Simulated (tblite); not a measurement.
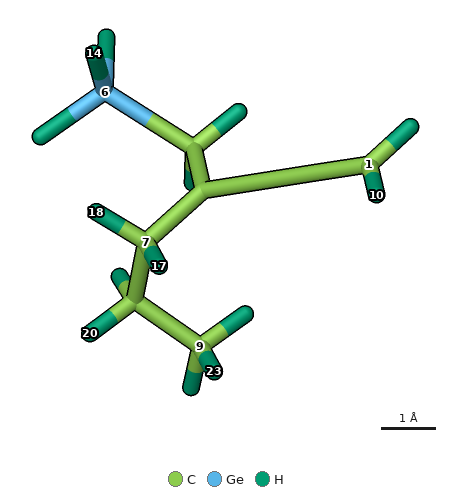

Fig. 1: The structure (stick view, seen at a tilt; atoms are numbered from 1 in the order of the input). Sticks mark near contacts. Bond lengths as drawn: C–C 1.26 to 1.53 Å, C–Ge 1.98 Å, C–H 1.08 to 1.10 Å and Ge–H 1.50 Å.

## C$_{8}$H$_{14}$Ge: frequency calculation

The run: frequency calculation of C$_{8}$H$_{14}$Ge, SMILES C=C=C=C([CH2][GeH3])CCC. Method and program: GFN2-xTB harmonic vibrations, gas phase (tblite 0.8.0).

It belongs to a series of runs on one base structure; here: H on C replaced by nPr.

Output
```
mode    cm-1     km/mol
  1      26.7      0.02
  2      37.2      0.26
  3      79.5      0.10
  4      89.0      0.21
  5     116.6      0.09
  6     153.0      0.29
  7     168.9      0.97
  8     195.1      0.04
  9     248.0      0.88
 10     273.2      1.66
 11     333.8      0.85
 12     369.5      2.59
 13     440.4     27.98
 14     451.9     13.52
 15     453.1     21.64
 16     474.9     10.67
 17     508.1      7.45
 18     541.3     11.03
 19     640.3     44.08
 20     726.0     30.38
 21     776.1    469.23
 22     778.9    164.54
 23     808.9     36.22
 24     827.2     31.95
 25     862.7     92.71
 26     872.5    114.70
 27     902.9      3.26
 28     931.5      5.42
 29     973.3      1.67
 30    1030.0     11.71
 31    1058.4      5.57
 32    1091.8     15.03
 33    1107.1      1.18
 34    1154.6     11.98
 35    1193.9     39.01
 36    1222.6      5.46
 37    1226.0     36.93
 38    1251.1      2.22
 39    1327.5      0.30
 40    1340.1      3.55
 41    1398.5      3.86
 42    1417.9      2.49
 43    1437.1      1.70
 44    1459.2      1.91
 45    1498.2      0.37
 46    1500.9      2.49
 47    1506.8      2.59
 48    1717.2      0.23
 49    1969.1    158.11
 50    2053.3    478.65
 51    2070.9    461.91
 52    2186.3     95.97
 53    2887.9     68.35
 54    2923.2     38.27
 55    2955.6     29.03
 56    2964.1     31.33
 57    2977.0     45.55
 58    2982.5     47.19
 59    3031.1     47.95
 60    3032.7     52.42
 61    3038.6     21.54
 62    3073.9     26.31
 63    3083.2     26.94
```

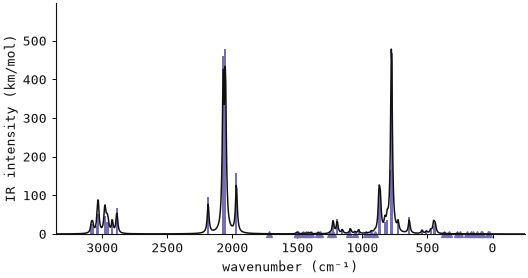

Fig. 2: Harmonic infrared spectrum, unscaled: sticks (degenerate modes added up, dark ones marked on the axis) with a Lorentzian envelope of 16 cm⁻¹ full width, scaled to the tallest stick. 63 modes from 27 to 3083 cm⁻¹, none imaginary. The strongest line is at 2053 cm⁻¹ (479 km/mol).

This output came from the following input.

The input
```
{"job": {"kind": "ir", "xc": "GFN2-xTB", "basis": "xTB"}, "charge": 0, "multiplicity": 1}
C      2.702052    -3.153696    -0.267671
C      1.942289    -2.091990    -0.175978
C      1.208922    -1.075604    -0.080483
C      0.440332    -0.009558     0.009716
C      0.630473     1.153525    -0.908671
Ge     1.009587     2.848760     0.048206
C     -0.619977     0.090497     1.069323
C     -2.031429     0.256228     0.499092
C     -2.444821    -0.945696    -0.340957
H      2.578631    -3.993150     0.397694
H      3.479438    -3.228467    -1.011098
H     -0.265758     1.307378    -1.515962
H      1.453760     0.946544    -1.595423
H      2.038999     2.662440     1.116294
H     -0.212519     3.421342     0.699592
H      1.514522     3.886372    -0.904985
H     -0.587115    -0.803719     1.695710
H     -0.389736     0.959617     1.700237
H     -2.080837     1.166297    -0.104654
H     -2.731481     0.376962     1.329091
H     -1.758196    -1.087521    -1.172904
H     -3.447964    -0.808786    -0.738796
H     -2.433925    -1.850791     0.262707
```

The first line tells a small driver script what to run in tblite; the rest is the geometry in Å.

Command:
```bash
OMP_NUM_THREADS=1 python <driver script> task.json out
```

Summary

- outcome: converged
- total energy: −709.8417 eV
- zero-point energy: 114.6930 kcal/mol
- hardware: 1 CPU thread, shared host
- wall time: 3.8 s
- peak memory: 0.18 GiB
